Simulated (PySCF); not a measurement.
# C4H8BF2Si (doublet): what the fields show

| atom | x (Å) | y (Å) | z (Å) |
| --- | --- | --- | --- |
| F | 1.9661 | 1.5344 | 0.3024 |
| B | 2.0116 | 0.2146 | 0.4107 |
| F | 2.9789 | -0.2133 | 1.2130 |
| C | 0.9742 | -0.7598 | -0.1998 |
| C | 0.1356 | -0.3447 | -1.3237 |
| C | -0.7799 | 0.7915 | -1.0677 |
| C | -1.4984 | 0.5320 | 0.2847 |
| Si | -0.4406 | -0.7800 | 1.1754 |
| H | 1.3980 | -1.7532 | -0.3391 |
| H | 0.0948 | -0.9153 | -2.2327 |
| H | -1.4939 | 0.9200 | -1.8817 |
| H | -0.2088 | 1.7225 | -0.9775 |
| H | -1.6173 | 1.4543 | 0.8526 |
| H | -2.5034 | 0.1544 | 0.0957 |
| H | -0.9771 | -2.1424 | 1.1414 |
| H | -0.0472 | -0.4060 | 2.5349 |

Geometry: GFN2-xTB.

Method: UKS B3LYP, pcH-1 on B C F H Si, non-relativistic, mean-field spin-orbit, GIAO in PySCF 2.14.0, density-fitted response routines.

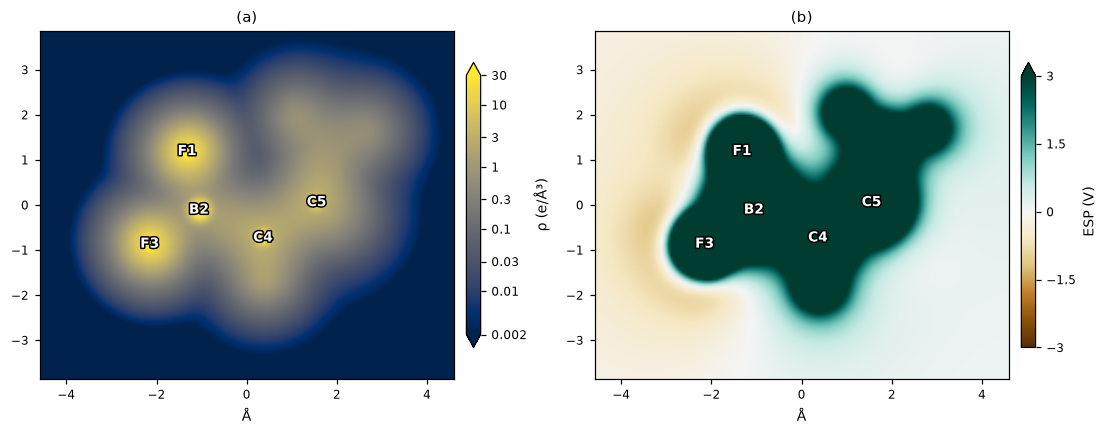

Figure 1. (a) total electron density; (b) molecular electrostatic potential on the plane of atoms F1, B2 and F3.

Question: Read the bonding off the picture.

Answer:
- The plane passes through F, B and C nuclei.
- B–F (1.33 Å): ρ is about 2.2 e/Å³ halfway.
- C–C (1.46 Å): ρ at the midpoint is about 1.8 e/Å³.
- C–B (1.55 Å): the density is about 1.5 e/Å³ at the midpoint.
- Outside the dense part of the molecule the potential is most negative (−1.0 V) near F3.

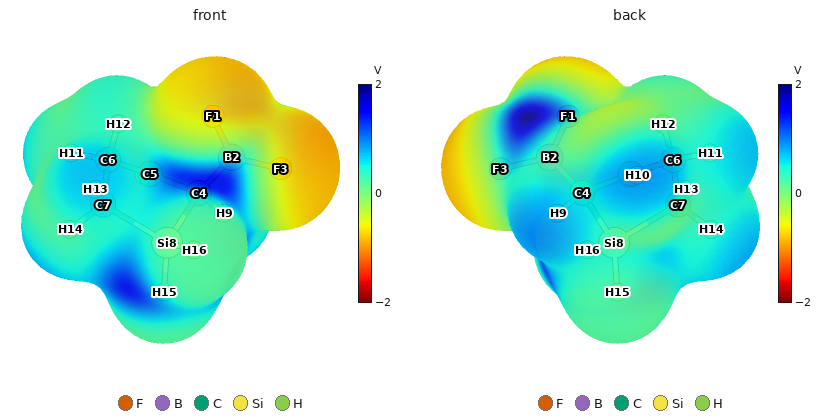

Figure 2. The molecular electrostatic potential painted on the density surface at 0.002 e/bohr³, seen from the front and from behind; the colour scale runs from red (negative) to blue (positive).

Question: Describe the electrostatic potential map.

Answer: The most negative region (about −0.9 V) lies over F1 and F3, the most positive (about +1.6 V) over B2.
